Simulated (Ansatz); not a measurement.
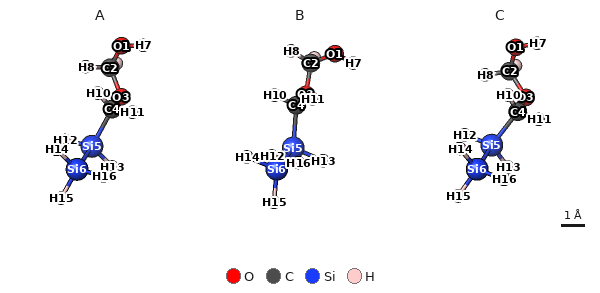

3 geometries from a converged minimum-energy path of C₂H₁₀O₂Si₂, shuffled. A ball-and-stick model, seen from a free direction.

The calculation used RKS B3LYP/6-31G* in Ansatz. Settings: 7 movable images; climbing image; force threshold 0.03 eV/Å; iteration limit 40; starting path through a guess of the saddle point.

One of them is the converged climbing image. Which?

A. In order along the path, whose images run from 0 to 8: B (image 0, 0.0 kJ/mol), A (image 5, +6.3 kJ/mol), C (image 7, +4.6 kJ/mol). The motion is a rotation about the C–O bond by about 95°. No bond forms or breaks between the ends.
